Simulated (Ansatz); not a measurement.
# F₂GeP₂ (SMILES F[P]1(F)=[Ge]=[P]1): what the fields show

The calculation's input:

```
crystal:
  periodic: [false, false, false]
  atoms:
    - symbol: F
      position_ang: [-2.696985, -0.416976, 2.231239]
    - symbol: F
      position_ang: [-2.165128, -0.969944, -0.034414]
    - symbol: Ge
      position_ang: [0.353819, 1.063285, 1.323521]
    - symbol: P
      position_ang: [-1.675166, 0.069698, 1.089598]
    - symbol: P
      position_ang: [-1.640580, 2.070368, 0.609283]
basis:
  gaussian: {orbitals: def2-TZVPD}
hamiltonian: {xc: pbe0}
output: {forces: true, orbitals: {seedname: orbitals}}
```

Launched as:

```sh
ansatz run input.yaml --threads 1 --pin off --max-ram 2610MiB --events-out events.jsonl --progress --plain --runs-dir runs
```

Geometry: r2SCAN-D4/def2-SVP.

These are results of isolated molecule in a Gaussian basis; Kohn-Sham density functional theory, functional PBE0 in Ansatz, not measurements.

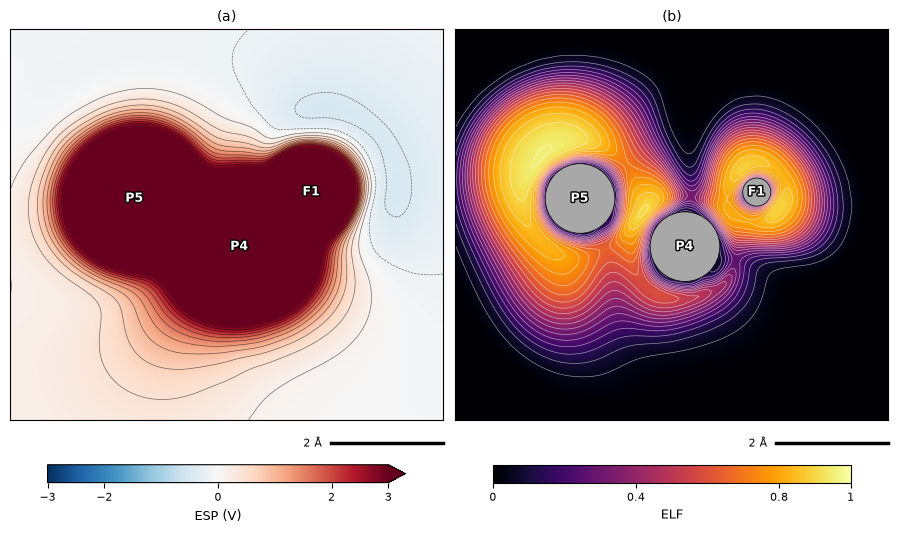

Figure 1. (a) molecular electrostatic potential; (b) electron localisation function on the plane of atoms F1, P4 and P5. Grey discs cover the atomic cores in the ELF map.

Q: Read the bonding off the picture.

A: The section cuts through F and P sites.
P–F (1.61 Å): the ELF peaks at about 0.80 between the atoms; a polar covalent bond.
P–P (2.06 Å): the ELF peaks at about 0.90 between the atoms: localised, covalent bonding.
The ELF also peaks beside F1 and P5, away from the bonds: lone-pair regions.
Outside the dense part of the molecule the potential is most negative (−0.5 V) near F1.

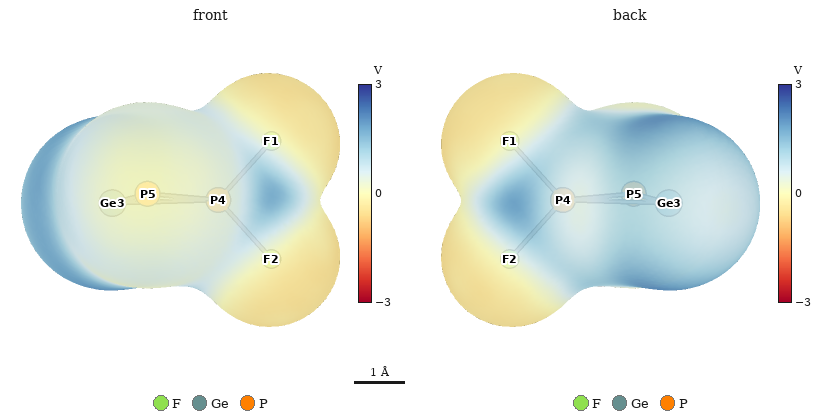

Figure 2. The molecular electrostatic potential painted on the density surface at 0.004 e/bohr³, seen from the front and from behind; the colour scale runs from red (negative) to blue (positive).

Q: Where is the surface potential most negative and most positive?

A: The most negative region (about −0.5 V) lies over F1 and F2, the most positive (about +2.0 V) over Ge3.

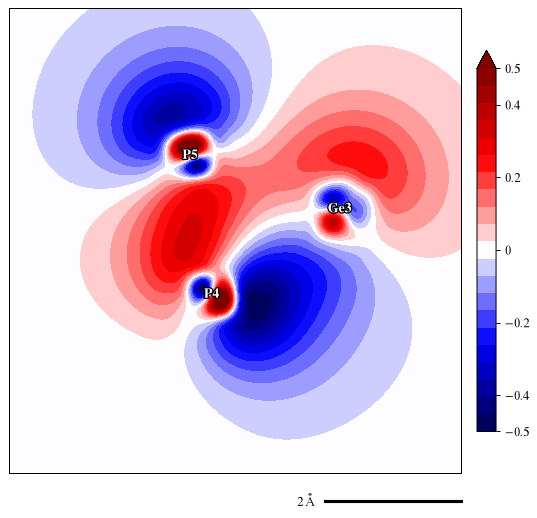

Figure 3. The HOMO on the plane of atoms Ge3, P4 and P5 (values in Å⁻³ᐟ²; the overall sign is arbitrary).

Q: Where does this orbital lie, and at what energy?

A: It lies mainly on P4 (about 35 %), P5 (about 35 %) and Ge3 (about 25 %). Its energy is −7.47 eV.
